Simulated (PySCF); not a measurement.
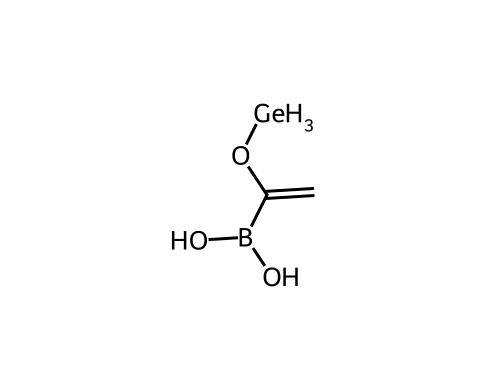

Skeletal drawing of a molecule.

Write the SMILES.

C=C([O][GeH3])B(O)O

What is the molecular formula?

C2H7BGeO3.

An optimisation with GFN2-xTB gave a structure of which point group?

Cs. Other conformers may differ.

More results for the same structure follow; atom numbers are the same in all pictures, views and colours differ. Computed geometry: GFN2-xTB optimisation. No frequency run is at hand to confirm it as a minimum.

## Electronic properties

No frequency run is at hand to confirm it as a minimum. Method: B3LYP/pcJ-1 (pcSseg-1 on Ge), gas phase (PySCF 2.14.0).

What is the HOMO energy (Kohn–Sham orbital)?

−6.40 eV.

Give the LUMO energy (Kohn–Sham orbital) at this level.

−0.64 eV.

Estimate the dipole moment.

2.42 D.

## Quadrupole coupling

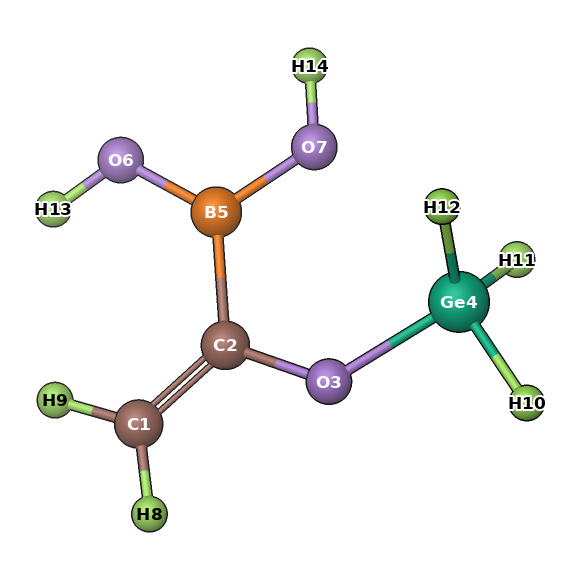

No frequency run is at hand to confirm it as a minimum. Electric field gradients from the ground-state density, B3LYP/pcJ-1 (pcSseg-1 on Ge) (PySCF 2.14.0), non-relativistic apart from any core potentials.

Give the largest field-gradient component, the quadrupole coupling constant and the asymmetry for 17O at O3 (Q = −25.6 mb), 73Ge at Ge4 (Q = −196 mb), 11B at B5 (Q = 40.59 mb), 17O at O6 (Q = −25.6 mb), 17O at O7 (Q = −25.6 mb).

```csv
atom,V_zz (a.u.),e²qQ/h (MHz),η
O3,1.633,−9.82,0.21
Ge4,1.744,−80.3,0.11
B5,0.315,3.01,0.43
O6,1.387,−8.35,0.21
O7,1.399,−8.41,0.18
```

## Spin–spin coupling

No frequency run is at hand to confirm it as a minimum. Method: B3LYP/pcJ-1 (pcSseg-1 on Ge) indirect spin-spin coupling, non-relativistic, gas phase (PySCF 2.14.0). Isotopes: 11B, 13C, 1H, 17O.

Give the spin–spin coupling constants of these pairs, with the number of bonds between them: C2/B5, B5/O7, B5/O6, C1/B5, O3/B5, B5/H14, B5/H9, B5/H8.

| pair | bonds apart | J (Hz) |
| --- | --- | --- |
| C2, B5 | 1 | 90.3 |
| B5, O7 | 1 | −11.5 |
| B5, O6 | 1 | −13.3 |
| C1, B5 | 2 | 9.4 |
| O3, B5 | 2 | −1.1 |
| B5, H14 | 2 | −3.7 |
| B5, H9 | 3 | 3.5 |
| B5, H8 | 3 | 8.3 |

The geometry is semi-empirical. Around B, Ge such bond lengths and angles can be off by a tenth of an ångström or more and by several degrees, and values that hang on the shape move with them.
